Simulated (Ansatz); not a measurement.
One crystal and one scan (frozen-phonon scan) at two levels, PBE (plane waves to 420 eV, PAW, scalar-relativistic; Ansatz, an electronic-structure program) and r2SCAN (plane waves to 500 eV, PAW, scalar-relativistic; Ansatz), each from its own relaxed cell and on its own mesh. The cell shown is that of PBE.

Na (bcc, W type)

```xyz
2
Lattice="-4.1965 4.1965 4.1965 0.0000 0.0000 4.1965 0.0000 4.1965 0.0000" Properties=species:S:1:pos:R:3 pbc="T T T"
Na     0.0000     0.0000     0.0000
Na    -2.0983     2.0983     2.0983
```

The atoms are displaced by Q × the pattern below (from a DFPT mode at H = (0.5, 0.5, 0.5), largest move 1; Q in Å), at fixed cell. It is one choice among 3 degenerate patterns. (q is in reciprocal vectors of the primitive cell; the cell shown is doubled to hold the pattern.)

```
atom      x      y       z
----  -----  -----  ------
Na1   0.000  0.000  -1.000
Na2   0.000  0.000   1.000
```

Na was relaxed with its symmetry unable to fall. With partly filled bands, energies and forces of such displacements shift with the k mesh and the smearing. Percentages come from the unrounded values.

| quantity | PBE | r2SCAN | PBE − r2SCAN |
|---|---|---|---|
| Lattice constant a (Å) | 4.197 | 4.222 | -0.025 (-0.6 %) |
| Harmonic wavenumber from the curvature (finite differences) (cm⁻¹ (negative: imaginary)) | 124 | 130 | -6 (-5 %) |

PBE gives the lower value for: lattice constant a; harmonic wavenumber from the curvature. Both give the same shape of the curve: a single well with its minimum at or next to zero displacement. Neither level is exact: the differences show how much the result hangs on the functional.

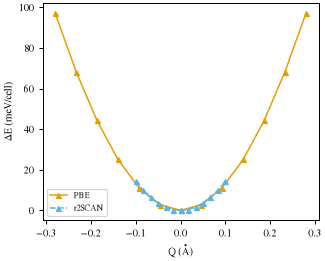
*ΔE, each from the undisplaced structure of its own level.*

(A displaced cell: forces are minus the slopes of the energy, force constants its curvatures, and phonons follow from these.)
